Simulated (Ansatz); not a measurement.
**CH4ClFGaN: two geometries relaxed, part 1 of 2**

Aim: relax the geometries before and after the reaction (1,2-elimination), and see whether they are two minima and how far apart in energy. Meant to form: H5–F2; to break: Ga1–F2, H5–N3. The start is a guess near the saddle point, from which both ends are pulled out.

All numbers below are computed with Ansatz 0.2.0 (RKS LDA/def2-SVP).

## 1. The structure to begin with

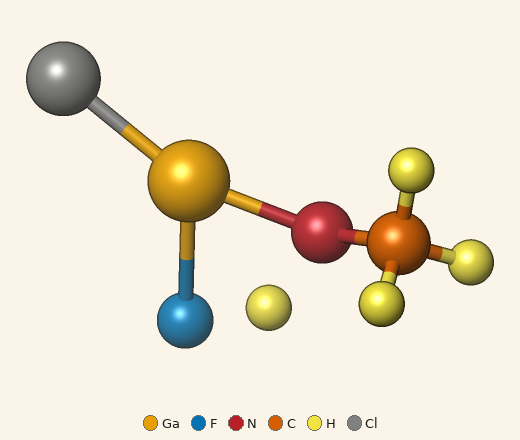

Start, viewed from a chosen angle; gallium amber, fluorine blue, nitrogen red, carbon orange, hydrogen yellow, chlorine grey.

As a file:

```xyz
9

Ga   -0.3597   -1.4495    0.6244
F    -0.7668   -1.7127   -1.4481
N    -0.3761    0.2417   -0.1341
C     0.4938    1.3788    0.0171
H    -0.4953   -0.5581   -1.2017
Cl   -0.5903   -3.0242    1.9918
H    -0.0187    2.2183   -0.4616
H     0.6394    1.6466    1.0693
H     1.4736    1.2591   -0.4571
```

## 2. A restrained relaxation towards end A

Springs on the bonds that form and break draw the guess towards this end; the thresholds are loose.

File input.yaml:

```yaml
crystal:
  periodic: [false, false, false]
  atoms:
    - { symbol: Ga, position_ang: [-0.3597, -1.4495, 0.6244] }
    - { symbol: F, position_ang: [-0.7668, -1.7127, -1.4481] }
    - { symbol: "N", position_ang: [-0.3761, 0.2417, -0.1341] }
    - { symbol: C, position_ang: [0.4938, 1.3788, 0.0171] }
    - { symbol: H, position_ang: [-0.4953, -0.5581, -1.2017] }
    - { symbol: Cl, position_ang: [-0.5903, -3.0242, 1.9918] }
    - { symbol: H, position_ang: [-0.0187, 2.2183, -0.4616] }
    - { symbol: H, position_ang: [0.6394, 1.6466, 1.0693] }
    - { symbol: H, position_ang: [1.4736, 1.2591, -0.4571] }
basis:
  gaussian: { orbitals: def2-SVP }
hamiltonian:
  xc: lda
relax:
  f_tol: 0.15
  max_steps: 25
  restrain:
    - { distance: [4, 1], at: 2.18, k: 30.0 }
    - { distance: [0, 1], at: 1.79, k: 30.0 }
    - { distance: [4, 2], at: 1.02, k: 30.0 }
```

Command:

```console
ansatz run input.yaml --threads 2 --pin off --max-ram 3072MiB --backend cpu --events-out ev --progress --plain --runs-dir out
```

Output (excerpt; [...] marks lines left out):

```text
Warning: RAYON_NUM_THREADS=2 ignored (pool sized by the plan → 2); use --threads N
[...]
Functional definition: SPW92
[...]
1260 factors; their error is unknown
[...]
mean field -70033.11987812 eV, -2573.6696853674 hartree, gradient 2.6e-5 eV, S^2 0.000000; 0 other end points of the search recorded, 0 dependent functions left out
[...]
reference -70033.11991394 eV, -2573.6696866836 hartree; 37, 37 occupied and 75, 75 virtual orbitals, 1260 factors
relax step   1: F+E_penalty+E_count = -70033.11987812 eV  Δ(F+E_penalty+E_count) = +0.000e0 eV  max|allowed force component| = 2.205e0 eV/Å  E_restraint = 17.31953808 eV  max|allowed force component, restraints' pulls added| = 3.469e1 eV/Å  Δτ_max = 0.0000 Å  (30 SCF iters, accepted)
[...]
relax step   6: F+E_penalty+E_count = -70035.06113804 eV  Δ(F+E_penalty+E_count) = -5.025e-2 eV  max|allowed force component| = 6.634e-1 eV/Å  E_restraint = 0.01342327 eV  max|allowed force component, restraints' pulls added| = 3.722e-1 eV/Å  Δτ_max = 0.1954 Å  (30 SCF iters, accepted)
[...]
relax step   7: F+E_penalty+E_count = -70035.08515202 eV  Δ(F+E_penalty+E_count) = -2.401e-2 eV  max|allowed force component| = 5.695e-1 eV/Å  E_restraint = 0.01108217 eV  max|allowed force component, restraints' pulls added| = 1.376e-1 eV/Å  Δτ_max = 0.1053 Å  (29 SCF iters, accepted)
  distance H 4 - F 1 = 2.1988 Å
  distance Ga 0 - F 1 = 1.7715 Å
  distance H 4 - N 2 = 1.0267 Å
1260 factors; their error is unknown
mean field -70035.08515202 eV, -2573.7419078510 hartree, gradient 1.5e-5 eV, S^2 0.000000; 1 other end points of the search recorded, 0 dependent functions left out
[...]
reference -70035.08518860 eV, -2573.7419091952 hartree; 37, 37 occupied and 75, 75 virtual orbitals, 1260 factors
Total energy: -70035.08518860 eV, -2573.7419091952 hartree
Atom 0 at    -0.483370    -1.516974     0.291879 Å, force    -0.134361    -0.348146    -0.425221 eV/Å
Atom 1 at    -0.998639    -2.190182    -1.263631 Å, force    -0.011430    -0.286146     0.569465 eV/Å
Atom 2 at    -0.196215     0.117016    -0.323253 Å, force     0.111323     0.010953     0.235661 eV/Å
Atom 3 at     0.484859     1.313554     0.043763 Å, force    -0.053455    -0.083041     0.075959 eV/Å
Atom 4 at    -0.403564    -0.073958    -1.310453 Å, force     0.117221     0.515472    -0.312905 eV/Å
Atom 5 at    -0.423248    -2.640218     2.068145 Å, force    -0.022195     0.071762    -0.092851 eV/Å
Atom 6 at    -0.055902     2.216605    -0.316369 Å, force    -0.008860     0.082076    -0.006369 eV/Å
Atom 7 at     0.543638     1.400074     1.150329 Å, force     0.010669     0.021034    -0.029482 eV/Å
Atom 8 at     1.532341     1.374083    -0.340410 Å, force    -0.008912     0.016037    -0.014257 eV/Å
Dipole moment:     0.217921     0.464684     0.123974 e Å
```

It took 12 s on 2 threads of Arm Neoverse V2, shared host; peak memory 0.18 GiB.

Relaxation path:

```tsv
step	energy from step 1 (eV)	largest force component (eV/Å)
1	0.0000	2.2051
2	-0.8236	2.0837
3	-1.4480	1.8787
4	-1.8215	0.6868
5	-1.8910	0.6991
6	-1.9413	0.6634
7	-1.9653	0.5695
```

Step 1 is the start. Energies and forces in the table leave out the springs, which the log lists apart; the run stops on the force with the springs' pull added.

After: Bond lengths: Ga1–F2 1.772 Å, Ga1–N3 1.769 Å, N3–C4 1.425 Å, N3–H5 1.027 Å, Ga1–Cl6 2.102 Å, C4–H7 1.112 Å, C4–H8 1.111 Å, C4–H9 1.117 Å. Angles: F2–Ga1–N3 95.3°, F2–Ga1–Cl6 123.2°, N3–Ga1–Cl6 141.5°, Ga1–N3–C4 139.8°, Ga1–N3–H5 97.5°, C4–N3–H5 120.0°, N3–C4–H7 111.5°, N3–C4–H8 110.3°, N3–C4–H9 113.9°, H7–C4–H8 106.5°, H7–C4–H9 107.5°, H8–C4–H9 106.8°.

Pairs that crossed the distance rule for bonds on the way: came closer N3–H5.

## 3. End point A

It starts where the restrained run ended.

File input.yaml:

```yaml
crystal:
  periodic: [false, false, false]
  atoms:
    - { symbol: Ga, position_ang: [-0.48337, -1.516974, 0.291879] }
    - { symbol: F, position_ang: [-0.998639, -2.190182, -1.263631] }
    - { symbol: "N", position_ang: [-0.196215, 0.117016, -0.323253] }
    - { symbol: C, position_ang: [0.484859, 1.313554, 0.043763] }
    - { symbol: H, position_ang: [-0.403564, -0.073958, -1.310453] }
    - { symbol: Cl, position_ang: [-0.423248, -2.640218, 2.068145] }
    - { symbol: H, position_ang: [-0.055902, 2.216605, -0.316369] }
    - { symbol: H, position_ang: [0.543638, 1.400074, 1.150329] }
    - { symbol: H, position_ang: [1.532341, 1.374083, -0.34041] }
basis:
  gaussian: { orbitals: def2-SVP }
hamiltonian:
  xc: lda
relax:
  f_tol: 0.03
  max_steps: 50
```

Command:

```console
ansatz run input.yaml --threads 2 --pin off --max-ram 3072MiB --backend cpu --events-out ev --progress --plain --runs-dir out
```

Output (excerpt; [...] marks lines left out):

```text
Warning: RAYON_NUM_THREADS=2 ignored (pool sized by the plan → 2); use --threads N
[...]
[... 1 set-up line as earlier in the session ...]
[...]
1260 factors; their error is unknown
[...]
mean field -70035.08511000 eV, -2573.7419063068 hartree, gradient 4.1e-5 eV, S^2 0.000000; 0 other end points of the search recorded, 0 dependent functions left out
[...]
reference -70035.08514668 eV, -2573.7419076549 hartree; 37, 37 occupied and 75, 75 virtual orbitals, 1260 factors
relax step   1: F+E_penalty+E_count = -70035.08511000 eV  Δ(F+E_penalty+E_count) = +0.000e0 eV  max|allowed force component| = 5.695e-1 eV/Å  Δτ_max = 0.0000 Å  (29 SCF iters, accepted)
[...]
relax step   3: F+E_penalty+E_count = -70035.24380283 eV  Δ(F+E_penalty+E_count) = -5.759e-2 eV  max|allowed force component| = 1.056e0 eV/Å  Δτ_max = 0.1945 Å  (29 SCF iters, accepted)
[...]
Total energy: -70035.39842298 eV, -2573.7534203464 hartree
Atom 0 at    -0.549274    -1.469592     0.009249 Å, force     0.012410    -0.017784     0.014100 eV/Å
Atom 1 at    -1.202751    -2.709601    -1.011013 Å, force    -0.003236     0.005814     0.003633 eV/Å
Atom 2 at    -0.081974     0.114471    -0.649150 Å, force     0.008951     0.020588    -0.009547 eV/Å
Atom 3 at     0.467463     1.187681     0.128340 Å, force    -0.021971     0.013539     0.023934 eV/Å
Atom 4 at    -0.208964     0.297031    -1.648695 Å, force    -0.001829    -0.000939     0.001407 eV/Å
Atom 5 at    -0.299490    -1.883716     2.067513 Å, force    -0.005677     0.001165    -0.009808 eV/Å
Atom 6 at    -0.173961     2.102446     0.122014 Å, force     0.022213    -0.024624    -0.000114 eV/Å
Atom 7 at     0.561606     0.869187     1.190723 Å, force    -0.000041     0.009453    -0.025434 eV/Å
Atom 8 at     1.487245     1.492093    -0.208979 Å, force    -0.010820    -0.007213     0.001830 eV/Å
Dipole moment:     0.172599     0.566258    -0.176388 e Å
```

Run time: 17 s. Hardware: 2 threads of Arm Neoverse V2, shared host; peak memory 0.18 GiB.

The steps of the relaxation:

```tsv
step	energy from step 1 (eV)	largest force component (eV/Å)
1	0.0000	0.5695
2	-0.1011	0.6931
3	-0.1587	1.0560
4	-0.1998	0.8609
5	-0.2547	0.3233
6	-0.2874	0.2671
7	-0.2898	0.2044
8	-0.3063	0.2998
9	-0.3122	0.0342
10	-0.3127	0.0151
11	-0.3133	0.0254
```

Step 1 is the start.

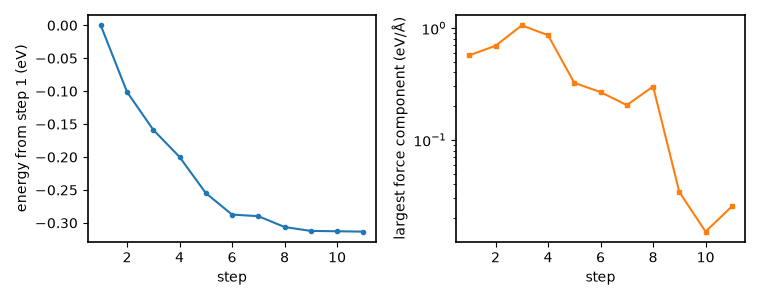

Energy and largest force along the relaxation.

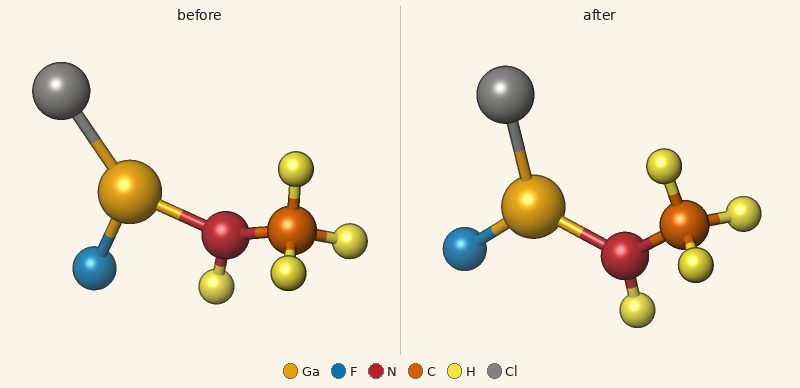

The structure before (left) and after (right), drawn at the same scale.

After: Bond lengths: Ga1–F2 1.734 Å, Ga1–N3 1.778 Å, N3–C4 1.435 Å, N3–H5 1.024 Å, Ga1–Cl6 2.114 Å, C4–H7 1.117 Å, C4–H8 1.113 Å, C4–H9 1.116 Å. Angles: F2–Ga1–N3 121.2°, F2–Ga1–Cl6 118.5°, N3–Ga1–Cl6 120.3°, Ga1–N3–C4 124.5°, Ga1–N3–H5 119.2°, C4–N3–H5 116.3°, N3–C4–H7 112.9°, N3–C4–H8 109.6°, N3–C4–H9 113.0°, H7–C4–H8 106.8°, H7–C4–H9 107.4°, H8–C4–H9 106.8°.

(Continued in part 2 of 2.)
